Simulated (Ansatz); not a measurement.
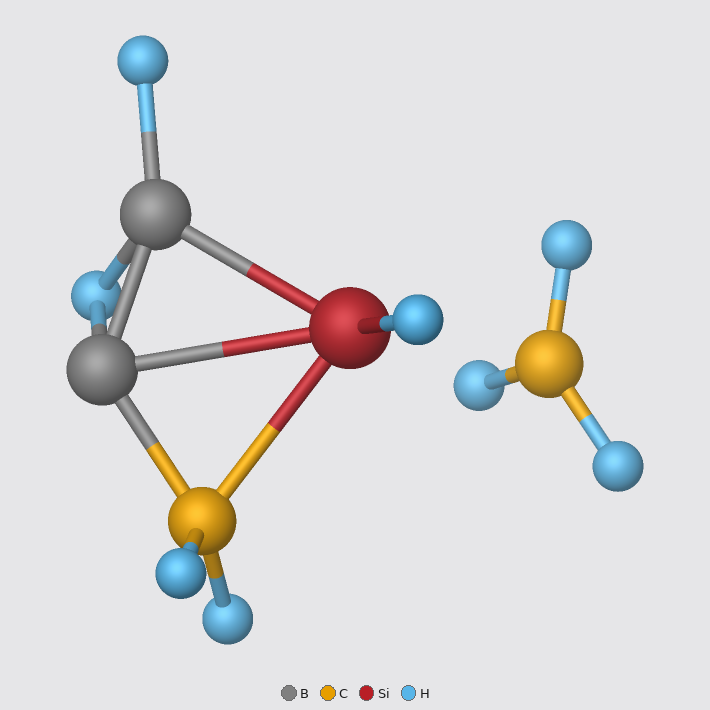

The structure as it stands in the input.

Input file:

```yaml
crystal:
  periodic: [false, false, false]
  atoms:
    - {symbol: B, position_ang: [0.709610, 1.529014, 0.718556]}
    - {symbol: B, position_ang: [-0.408961, 1.082810, 1.356614]}
    - {symbol: C, position_ang: [-1.127477, -0.213417, 1.151145]}
    - {symbol: Si, position_ang: [0.649537, -0.310185, 0.224123]}
    - {symbol: C, position_ang: [0.325047, -1.024972, -1.759810]}
    - {symbol: H, position_ang: [-0.455604, 1.974393, 0.383772]}
    - {symbol: H, position_ang: [1.632533, 2.364807, 0.404629]}
    - {symbol: H, position_ang: [-1.124499, -0.735494, 2.033887]}
    - {symbol: H, position_ang: [-2.084668, -0.432694, 0.568022]}
    - {symbol: H, position_ang: [1.543356, -1.331913, 0.963018]}
    - {symbol: H, position_ang: [-0.104364, -1.963602, -1.814998]}
    - {symbol: H, position_ang: [1.153666, -0.585374, -2.067737]}
    - {symbol: H, position_ang: [-0.483139, -0.231048, -2.162437]}
basis:
  gaussian: {orbitals: cc-pVTZ-DK, fitting: {mean_field: def2-universal-jkfit}}
hamiltonian: {xc: {name: HF}}
correlation: {method: rpa}
```

It was started with:

```sh
ansatz run in.yaml --threads 4 --pin off --events-out ev --progress --plain --max-ram 10444MiB
```

Result:

```
Functional definition: HF
  name "HF"
  cite "Fock, Z. Phys. 61, 126 (1930) doi:10.1007/BF01340294"
  parent pbe
  exchange = exact_x
  correlation = 0
572 factors; integrals over basis functions are off by at most 1.1e0 eV
mean field evaluation 1: about -11403.1989 eV, gradient 3.8e1 eV
mean field evaluation 2: about -11406.8572 eV, gradient 1.6e1 eV
mean field evaluation 4: about -11407.5806 eV, gradient 9.7e-1 eV
mean field -11407.58542806 eV, -419.2210321421 hartree, gradient 8.9e-7 eV, S^2 0.000000; 0 other end points of the search recorded, 0 dependent functions left out
9 core orbitals not correlated: weight in the atoms' cores, before any rotation towards them, 1.000 or more for the frozen orbitals, at most 0.000 for the correlated occupied ones
reference -11407.58542806 eV, -419.2210321421 hartree; 13, 13 occupied and 244, 244 virtual orbitals, 572 factors
Total energy: -11430.98717259 eV, -420.0810303911 hartree
Relativity: scalar
```

Self-consistency was reached.
